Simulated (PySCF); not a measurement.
**[SmH3(H2O)]−: other functionals and bases at one geometry**

How far do other levels of theory move the description of [SmH3(H2O)]−, and what does each cost? The species was built from a template and needn't be a known compound.

Program: PySCF 2.14.0. Level of theory: several levels, as the steps say, no spin–orbit coupling. These are calculated values, not measurements.

1 further run of the same task is left out (for a known fault of the program).

## Step 1: Where the work starts

7 atoms, charge -1, spin multiplicity 1.

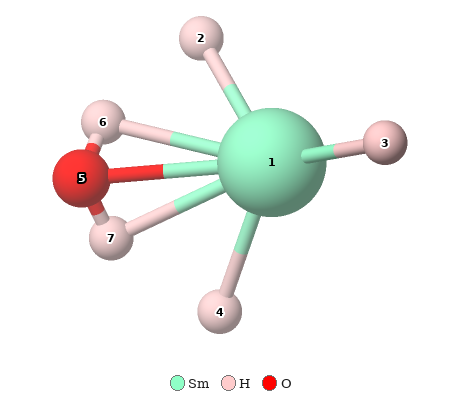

The structure; samarium green, hydrogen pink, oxygen red; atoms are numbered from 1 in the order of the file.

Coordinates:

```
Sm   -0.2711   -0.3788    0.3788
H     0.3809    1.8768    0.7377
H    -1.0454   -1.9528    1.9528
H     0.3809   -0.7377   -1.8768
O    -1.1565    1.3552   -1.3552
H    -0.5495    1.8787   -0.7687
H    -0.5495    0.7687   -1.8787
```

Formal oxidation states: Sm +2. Each metal's 6 4f electrons lie in its core potential, so multiplicities, spins and levels count the valence alone. An earlier session relaxed this geometry at PBE0, Sm lcecp-0-SVP with ECP52, H def2-SVP, O def2-SVP (singlet, point group Cs).

At PBE0 on the finer grid: E = -106.890149 Eh, frontier levels not given, since the 4f levels lie in the core, Mulliken charge on Sm1 -0.00 e, largest force component 0.008 eV/Å. 

Levels to run: wB97X; PBE; PBE0, TZVP. Hardware: 2 threads of Arm Neoverse V2, shared host.

## Step 2: wB97X

run.py (the lines that set the calculation) reads:

```python
mol = gto.M(atom='''
Sm    -0.27112    -0.37879     0.37879
H      0.38094     1.87682     0.73767
H     -1.04543    -1.95277     1.95277
H      0.38094    -0.73767    -1.87682
O     -1.15649     1.35519    -1.35519
H     -0.54950     1.87874    -0.76872
H     -0.54950     0.76872    -1.87874''',
    basis={'Sm': 'lcecp-0-SVP', 'H': 'def2-SVP', 'O': 'def2-SVP'},
    ecp={'Sm': 'lcecp-0-SVP'},
    charge=-1, spin=0)
mf = dft.RKS(mol, xc='WB97X')
mf.grids.atom_grid = (75, 302)  # f atoms: unpruned, at least (60, 302)
mf = mf.density_fit()  # fitting sets: Sm AutoAux, H def2-universal-JKFIT, O def2-universal-JKFIT
mf.conv_tol = 1e-08; mf.max_cycle = 55
mf.kernel(dm0)  # dm0: the density of the relaxed state
```

On the command line:

```console
OMP_NUM_THREADS=2 python run.py
```

The log of the run:

```text
init E= -106.979416546436
cycle= 1 E= -106.980914276001  delta_E= -0.0015  |g|= 0.0115  |ddm|= 0.116
cycle= 2 E= -106.981036596815  delta_E= -0.000122  |g|= 0.00536  |ddm|= 0.0364
cycle= 3 E= -106.981053417454  delta_E= -1.68e-05  |g|= 0.00396  |ddm|= 0.0123
cycle= 4 E= -106.981060066537  delta_E= -6.65e-06  |g|= 0.000512  |ddm|= 0.00762
cycle= 5 E= -106.981060470379  delta_E= -4.04e-07  |g|= 0.00012  |ddm|= 0.00229
cycle= 6 E= -106.981060492139  delta_E= -2.18e-08  |g|= 2.66e-05  |ddm|= 0.000526
cycle= 7 E= -106.981060493203  delta_E= -1.06e-09  |g|= 6.12e-06  |ddm|= 0.000113
Extra cycle  E= -106.981060493259  delta_E= -5.65e-11  |g|= 2.61e-06  |ddm|= 1.82e-05
converged SCF energy = -106.981060493259
```

Wall time 3.2 s (2 threads of Arm Neoverse V2, shared host).

Read off: E = -106.981060 Eh, frontier levels not given, since the 4f levels lie in the core, Mulliken charge on Sm1 -0.00 e, largest force component 0.179 eV/Å. 

## Step 3: PBE

run.py (the lines that set the calculation): that of step 2 with these lines changed.

```diff
@@ -11,3 +11,3 @@
     charge=-1, spin=0)
-mf = dft.RKS(mol, xc='WB97X')
+mf = dft.RKS(mol, xc='PBE')
 mf.grids.atom_grid = (75, 302)  # f atoms: unpruned, at least (60, 302)
```

On the command line:

```console
OMP_NUM_THREADS=2 python run.py
```

The log of the run:

```text
init E= -106.897744922702
cycle= 1 E= -106.899515000804  delta_E= -0.00177  |g|= 0.0276  |ddm|= 0.255
cycle= 2 E= -106.899145547247  delta_E= 0.000369  |g|= 0.0531  |ddm|= 0.102
cycle= 3 E= -106.89975354035  delta_E= -0.000608  |g|= 0.00575  |ddm|= 0.0523
cycle= 4 E= -106.899769085659  delta_E= -1.55e-05  |g|= 0.000853  |ddm|= 0.0141
cycle= 5 E= -106.899769321419  delta_E= -2.36e-07  |g|= 0.000153  |ddm|= 0.00135
cycle= 6 E= -106.89976932998  delta_E= -8.56e-09  |g|= 3.47e-05  |ddm|= 0.000369
Extra cycle  E= -106.899769329645  delta_E= 3.35e-10  |g|= 4.99e-05  |ddm|= 0.000175
converged SCF energy = -106.899769329645
```

Run time: 2.7 s. Hardware: 2 threads of Arm Neoverse V2, shared host.

Result: E = -106.899769 Eh, frontier levels not given, since the 4f levels lie in the core, Mulliken charge on Sm1 -0.18 e, largest force component 0.807 eV/Å. 

## Step 4: PBE0, TZVP

Basis: Sm lcecp-0-TZVP with ECP52, H def2-TZVP, O def2-TZVP. 

run.py (the lines that set the calculation) reads:

```python
mol = gto.M(atom='''
Sm    -0.27112    -0.37879     0.37879
H      0.38094     1.87682     0.73767
H     -1.04543    -1.95277     1.95277
H      0.38094    -0.73767    -1.87682
O     -1.15649     1.35519    -1.35519
H     -0.54950     1.87874    -0.76872
H     -0.54950     0.76872    -1.87874''',
    basis={'Sm': 'lcecp-0-TZVP', 'H': 'def2-TZVP', 'O': 'def2-TZVP'},
    ecp={'Sm': 'lcecp-0-TZVP'},
    charge=-1, spin=0)
mf = dft.RKS(mol, xc='PBE0')
mf.grids.atom_grid = (75, 302)  # f atoms: unpruned, at least (60, 302)
mf = mf.density_fit()  # fitting sets: Sm AutoAux, H def2-universal-JKFIT, O def2-universal-JKFIT
mf.conv_tol = 1e-08; mf.max_cycle = 55
mf.kernel(dm0)  # dm0: free metal ions and neutral atoms
```

On the command line:

```console
OMP_NUM_THREADS=2 python run.py
```

The log of the run:

```text
init E= -114.81959451244
cycle= 1 E= -91.415812381417  delta_E= 23.4  |g|= 4.71  |ddm|=  4.4
cycle= 2 E= -32.0994860226384  delta_E= 59.3  |g|= 15.6  |ddm|=   11
cycle= 3 E= -62.9005277537349  delta_E= -30.8  |g|= 11.7  |ddm|= 8.11
cycle= 4 E= -78.7543219026173  delta_E= -15.9  |g|=   11  |ddm|= 4.75
cycle= 5 E= -83.9628957000995  delta_E= -5.21  |g|= 9.93  |ddm|= 2.35
cycle= 6 E= -91.0228644453463  delta_E= -7.06  |g|= 7.66  |ddm|= 3.65
cycle= 7 E= -95.4887897255094  delta_E= -4.47  |g|= 6.07  |ddm|= 2.35
cycle= 8 E= -102.068868762448  delta_E= -6.58  |g|= 3.96  |ddm|= 4.64
cycle= 9 E= -105.64573654988  delta_E= -3.58  |g|= 2.22  |ddm|= 2.76
cycle= 10 E= -105.421885600108  delta_E= 0.224  |g|= 1.24  |ddm|= 5.15
cycle= 11 E= -106.812619583649  delta_E= -1.39  |g|= 0.659  |ddm|= 5.68
cycle= 12 E= -106.949619538098  delta_E= -0.137  |g|= 0.338  |ddm|= 0.734
cycle= 13 E= -106.987502818769  delta_E= -0.0379  |g|= 0.0764  |ddm|= 0.423
cycle= 14 E= -106.989521321167  delta_E= -0.00202  |g|= 0.0203  |ddm|= 0.151
cycle= 15 E= -106.989662977461  delta_E= -0.000142  |g|= 0.00534  |ddm|= 0.0301
cycle= 16 E= -106.989672008352  delta_E= -9.03e-06  |g|= 0.00115  |ddm|= 0.00876
cycle= 17 E= -106.989672520047  delta_E= -5.12e-07  |g|= 0.000229  |ddm|= 0.002
cycle= 18 E= -106.989672541362  delta_E= -2.13e-08  |g|= 4.42e-05  |ddm|= 0.0004
cycle= 19 E= -106.989672542883  delta_E= -1.52e-09  |g|= 1.11e-05  |ddm|= 0.000132
Extra cycle  E= -106.98967254291  delta_E= -2.76e-11  |g|= 1.32e-05  |ddm|= 3.04e-05
converged SCF energy = -106.98967254291
```

Wall time 7.6 s (2 threads of Arm Neoverse V2, shared host).

Result: E = -106.989673 Eh, frontier levels not given, since the 4f levels lie in the core, Mulliken charge on Sm1 +0.36 e, largest force component 0.180 eV/Å. 

## Step 5: All levels side by side

| level | state | charge on Sm1 (e) | dipole (D) | largest force (eV/Å) | basis functions | time |
| --- | --- | --- | --- | --- | --- | --- |
| PBE0 (relaxed here) | singlet | 0.00 | 0.04 | 0.01 | 70 | 6.3 s |
| wB97X | singlet | 0.00 | 0.07 | 0.18 | 70 | 3.2 s |
| PBE | singlet | -0.18 | 0.18 | 0.81 | 70 | 2.7 s |
| PBE0, TZVP | singlet | 0.36 | 0.46 | 0.18 | 108 | 7.6 s |

Times are on 2 threads of Arm Neoverse V2, shared host; the first row also made further properties. The dipole of a charged species depends on the origin, so these sizes hold for this origin alone.

The largest leftover force, 0.81 eV/Å with PBE, stands at a geometry relaxed at another level. The Mulliken charge on Sm spans -0.18 to +0.36 e over the levels. With 4f in the core, its levels are missing from HOMO and gap. Total energies of different levels can't be compared. Spin–orbit coupling is left out throughout.
